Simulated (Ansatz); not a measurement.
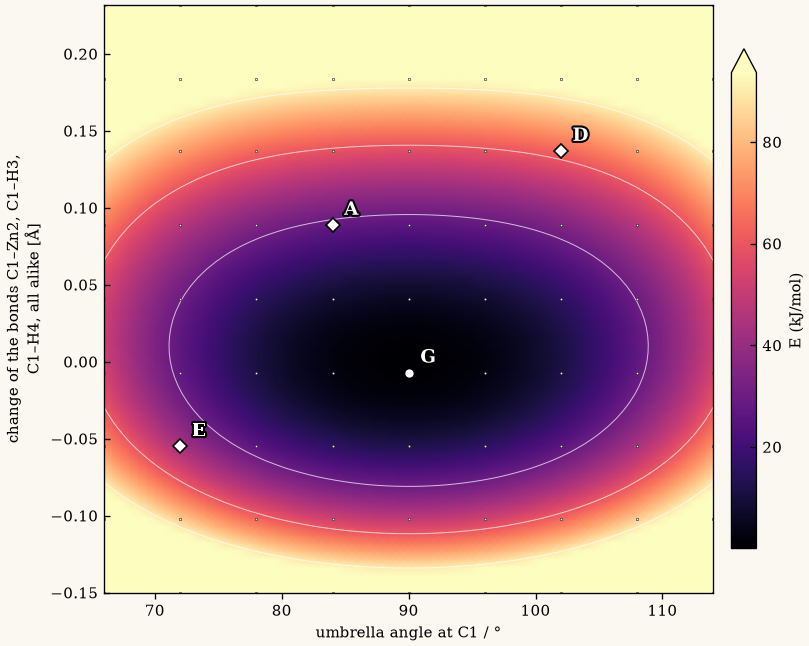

CH₃Zn, SMILES [CH2][ZnH], spin multiplicity 2. Coordinates scanned: (1) umbrella angle at C1 (between each of its bonds and their common axis; 90 is planar); (2) change of the bonds C1–Zn2, C1–H3, C1–H4, all alike. Nothing is relaxed (all other coordinates rigid). The grid has 9 × 9 points; 45 points were computed and 36 follow by symmetry. Points are written as (first, second). All energies are given in kJ/mol relative to the relaxed molecule at the same level. All numbers below come from UKS PBE-D4/def2-TZVP in Ansatz.

The picture shows a smooth colour map with a few white contour lines, dots at the grid points, one colour for all values above the top of the scale, lettered points. Between grid points the surface is interpolated.

Is E the lowest point of the computed grid?

No. E lies 44 kJ/mol above the lowest grid point, which is at (90°, −0.007 Å).

What kind of point is each of A, D, E, G: minimum, saddle, maximum or slope?

A: on a slope; D: on a slope; E: on a slope; G: minimum. (In these two coordinates alone; a stationary point may lie a little off the grid point.)

Rank the lettered points by energy, lowest first.

G (0.19 kJ/mol), A (28 kJ/mol), E (44 kJ/mol), D (64 kJ/mol).
